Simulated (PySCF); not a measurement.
SnO: single-point calculation

The run: single-point calculation of SnO. Method and program: RKS-lda,vwn/ano-rcc-vdzp, tddft (PySCF 2.14.0).

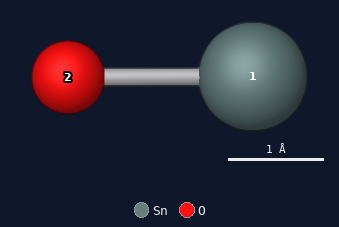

Figure 1. The structure (ball-and-stick view, seen on its broad side; atoms are numbered from 1 in the order of the input). Sticks mark near contacts. Bond lengths as drawn: O–Sn 1.95 Å.

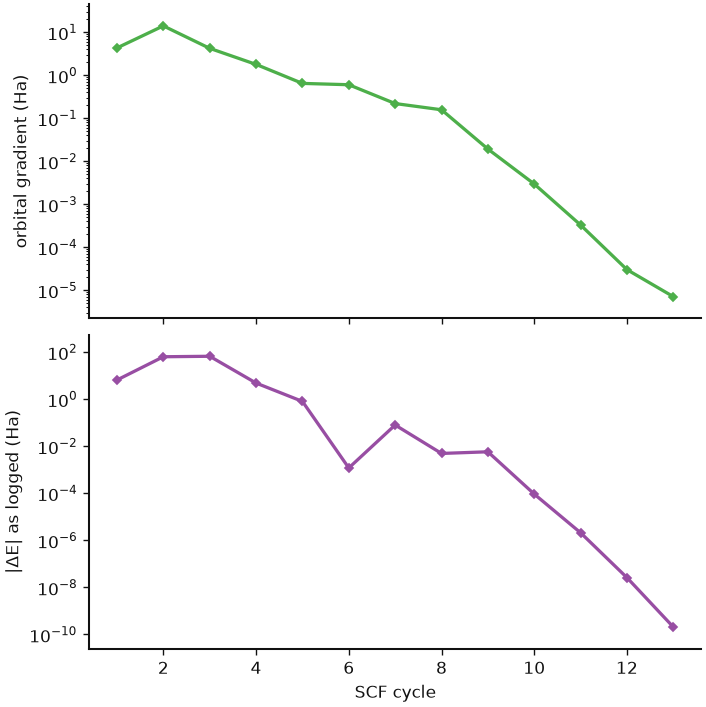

Figure 2. Convergence of the self-consistent field: orbital gradient and size of the energy change against the SCF cycle. The residual comes down, with one marked jump up, by a factor of about 3, at step 2.

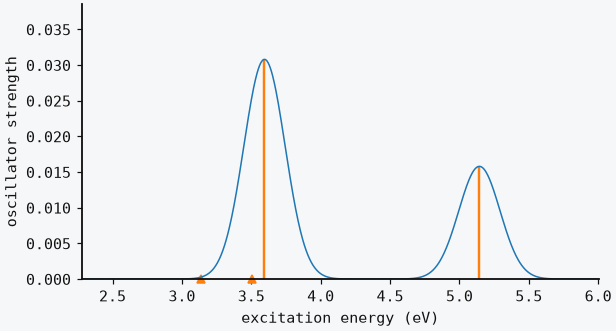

Figure 3. Computed excitations as sticks (degenerate states added up, dark ones marked on the axis), with a Gaussian envelope of 0.35 eV full width at half maximum, scaled to the tallest. Of the 6 states the lowest lies at 3.14 eV (f = 0.000); the strongest line is at 3.60 eV, or 345 nm (f = 0.031, summed over 2 states that lie within 0.004 eV).

These pictures come from the run below.

Input file
```python
from pyscf import gto, dft, tdscf

mol = gto.M(
    atom='Sn 0 0 0; O 0 0 1.95',
    basis='ano-rcc-vdzp',
    charge=0,
    spin=0,
    verbose=4,
)
mf = dft.RKS(mol, xc='lda,vwn')
mf = mf.sfx2c1e()
mf.init_guess = 'sap'
mf.kernel()
td = tdscf.TDDFT(mf)
td.nstates = 6
td.kernel()
td.analyze()
mf.dip_moment()
print('orbital energies (hartree):', mf.mo_energy[..., max(0, mol.nelec[1]-3):mol.nelec[0]+3].round(4))
```

Launch command:
```bash
OMP_NUM_THREADS=1 python input.py
```

Output
```
PySCF version 2.14.0

[INPUT] verbose = 4
[INPUT] num. atoms = 2
[INPUT] num. electrons = 58
[INPUT] charge = 0
[INPUT] spin (= nelec alpha-beta = 2S) = 0
[INPUT] symmetry False subgroup None
[INPUT] Mole.unit = angstrom
[INPUT] Symbol           X                Y                Z      unit          X                Y                Z       unit  Magmom
[INPUT]  1 Sn     0.000000000000   0.000000000000   0.000000000000 AA    0.000000000000   0.000000000000   0.000000000000 Bohr   0.0
[INPUT]  2 O      0.000000000000   0.000000000000   1.950000000000 AA    0.000000000000   0.000000000000   3.684965942902 Bohr   0.0

nuclear repulsion = 108.549171470769
number of shells = 7
number of NR pGTOs = 240
number of NR cGTOs = 57
basis = ano-rcc-vdzp
ecp = {}

******** <class 'pyscf.x2c.sfx2c1e.sfX2C1eRKS'> ********
method = sfX2C1eRKS
initial guess = sap
damping factor = 0
level_shift factor = 0
DIIS = <class 'pyscf.scf.diis.CDIIS'>
diis_start_cycle = 1
diis_space = 8
diis_damp = 0
SCF conv_tol = 1e-09
SCF conv_tol_grad = None
SCF max_cycles = 50
direct_scf = True
direct_scf_tol = 1e-13
XC library pyscf.dft.libxc version 7.0.0
    S. Lehtola, C. Steigemann, M. J.T. Oliveira, and M. A.L. Marques.,  SoftwareX 7, 1–5 (2018)
XC functionals = lda,vwn
    P. A. M. Dirac.,  Math. Proc. Cambridge Philos. Soc. 26, 376 (1930)
    F. Bloch.,  Z. Phys. 57, 545 (1929)
    S. H. Vosko, L. Wilk, and M. Nusair.,  Can. J. Phys. 58, 1200 (1980)
radial grids:
    Treutler-Ahlrichs [JCP 102, 346 (1995); DOI:10.1063/1.469408] (M4) radial grids

becke partition: Becke, JCP 88, 2547 (1988); DOI:10.1063/1.454033
pruning grids: <function nwchem_prune>
grids dens level: 3
symmetrized grids: False
atomic radii adjust function: <function treutler_atomic_radii_adjust>
small_rho_cutoff = 0

******** <class 'pyscf.x2c.sfx2c1e.SpinFreeX2CHelper'> ********
approx = 1e
xuncontract = 1
Set gradient conv threshold to 3.16228e-05
Initial guess from superposition of atomic potentials (doi:10.1021/acs.jctc.8b01089)
This is the Gaussian fit version as described in doi:10.1063/5.0004046.
Found SAP basis sapgrasplarge
  HOMO = -0.237034824516483  LUMO = -0.119837959479361  gap/eV = 3.18909
tot grids = 36040
init E= -6242.98789108114
  HOMO = -0.0628103771997437  LUMO = 0.0756630975604389  gap/eV = 3.76806
cycle= 1 E= -6236.6055433666  delta_E= 6.38  |g|=  4.3  |ddm|= 5.52

WARN: HOMO -0.300651945277666 == LUMO -0.30065194527278

cycle= 2 E= -6174.49797493061  delta_E= 62.1  |g|=   14  |ddm|= 9.31
  HOMO = -0.431459752234373  LUMO = -0.315358220906873  gap/eV = 3.15928
cycle= 3 E= -6239.63906784843  delta_E= -65.1  |g|= 4.21  |ddm|= 7.59
  HOMO = -0.174610670136664  LUMO = -0.0141279628755941  gap/eV = 4.36696
cycle= 4 E= -6244.37595323398  delta_E= -4.74  |g|= 1.78  |ddm|= 3.17
  HOMO = -0.247142396826186  LUMO = -0.107960974901054  gap/eV = 3.78732
cycle= 5 E= -6245.16221892832  delta_E= -0.786  |g|= 0.644  |ddm|= 1.67
  HOMO = -0.226522704301906  LUMO = -0.13152506354243  gap/eV = 2.58502
cycle= 6 E= -6245.16339079256  delta_E= -0.00117  |g|=  0.6  |ddm|= 1.36
  HOMO = -0.251916377091493  LUMO = -0.131092553415555  gap/eV = 3.28778
cycle= 7 E= -6245.24158437413  delta_E= -0.0782  |g|= 0.219  |ddm|= 0.776
  HOMO = -0.235815405950681  LUMO = -0.125047926469079  gap/eV = 3.01414
cycle= 8 E= -6245.24642908617  delta_E= -0.00484  |g|= 0.157  |ddm|= 0.299
  HOMO = -0.241452386072708  LUMO = -0.126845354697689  gap/eV = 3.11862
cycle= 9 E= -6245.25211633565  delta_E= -0.00569  |g|= 0.0192  |ddm|= 0.117
  HOMO = -0.242015996690736  LUMO = -0.126795226445223  gap/eV = 3.13532
cycle= 10 E= -6245.25220738338  delta_E= -9.1e-05  |g|= 0.00295  |ddm|= 0.0163
  HOMO = -0.242153303617142  LUMO = -0.126832537108284  gap/eV = 3.13804
cycle= 11 E= -6245.25220944754  delta_E= -2.06e-06  |g|= 0.000328  |ddm|= 0.00239
  HOMO = -0.242160048512082  LUMO = -0.126830358725423  gap/eV = 3.13828
cycle= 12 E= -6245.25220947316  delta_E= -2.56e-08  |g|= 3.01e-05  |ddm|= 0.000268
  HOMO = -0.242161436905465  LUMO = -0.126830419738934  gap/eV = 3.13832
cycle= 13 E= -6245.25220947337  delta_E= -2.04e-10  |g|= 7.09e-06  |ddm|= 3.45e-05
  HOMO = -0.242159077439363  LUMO = -0.126830151467171  gap/eV = 3.13826
Extra cycle  E= -6245.25220947264  delta_E= 7.24e-10  |g|= 5.56e-05  |ddm|= 5.61e-05
converged SCF energy = -6245.25220947264

******** <class 'pyscf.tdscf.rks.CasidaTDDFT'> for <class 'pyscf.x2c.sfx2c1e.sfX2C1eRKS'> ********
nstates = 6 singlet
deg_eia_thresh = 1.000e-03
wfnsym = None
conv_tol = 1e-05
eigh lindep = 1e-12
eigh level_shift = 0
eigh max_cycle = 100

Excitation energies (eV)
[3.13825996 3.50747369 3.50747448 3.59535655 3.59535656 5.14422017]

** Singlet excitation energies and oscillator strengths **
Excited State   1:      3.13826 eV    395.07 nm  f=0.0000
      28 -> 30       -0.49888
      29 -> 31        0.49888
Excited State   2:      3.50747 eV    353.49 nm  f=0.0000
      28 -> 30       -0.16670
      28 -> 31       -0.47214
      29 -> 30        0.47214
      29 -> 31       -0.16670
Excited State   3:      3.50747 eV    353.49 nm  f=0.0000
      28 -> 30       -0.47214
      28 -> 31        0.16670
      29 -> 30       -0.16670
      29 -> 31       -0.47214
Excited State   4:      3.59536 eV    344.85 nm  f=0.0154
      27 -> 30        0.29815
      27 -> 31        0.64028
Excited State   5:      3.59536 eV    344.85 nm  f=0.0154
      27 -> 30       -0.64028
      27 -> 31        0.29815
Excited State   6:      5.14422 eV    241.02 nm  f=0.0158
      27 -> 32       -0.40170
      28 -> 31       -0.42145
      29 -> 30       -0.42145

** Transition electric dipole moments (AU) **
state          X           Y           Z        Dip. S.      Osc.
  1         0.0000     -0.0000      0.0000      0.0000      0.0000
  2        -0.0000     -0.0000     -0.0000      0.0000      0.0000
  3         0.0000     -0.0000      0.0000      0.0000      0.0000
  4         0.4064      0.0963      0.0000      0.1745      0.0154
  5         0.0963     -0.4064      0.0000      0.1745      0.0154
  6         0.0000      0.0000      0.3541      0.1254      0.0158

** Transition velocity dipole moments (imaginary part, AU) **
state          X           Y           Z        Dip. S.      Osc.
  1         0.0000     -0.0000     -0.0000      0.0000      0.0000
  2        -0.0000     -0.0000     -0.0000      0.0000      0.0000
  3         0.0000     -0.0000      0.0000      0.0000      0.0000
  4         0.0416      0.0099      0.0000      0.0018      0.0092
  5         0.0099     -0.0416      0.0000      0.0018      0.0092
  6        -0.0000      0.0000      0.0175      0.0003      0.0011

** Transition magnetic dipole moments (imaginary part, AU) **
state          X           Y           Z
  1        -0.0000     -0.0000     -0.0000
  2         0.0000      0.0000     -0.0000
  3        -0.0000      0.0000     -0.0000
  4        -0.3417      1.4425      0.0000
  5         1.4425      0.3417      0.0000
  6         0.0000      0.0000     -0.0000
Dipole moment(X, Y, Z, Debye): -0.00000, -0.00000, -4.44062
orbital energies (hartree): [-0.2455 -0.2422 -0.2422 -0.1268 -0.1268 -0.0235]
```

Key numbers

```json
{"quantity": "outcome", "value": "converged"}
{"quantity": "SCF energy", "value": "−6245.252209 hartree"}
{"quantity": "dipole moment", "value": "4.44 D"}
{"quantity": "hardware", "value": "1 CPU thread, shared host"}
{"quantity": "wall time", "value": "14 s"}
```
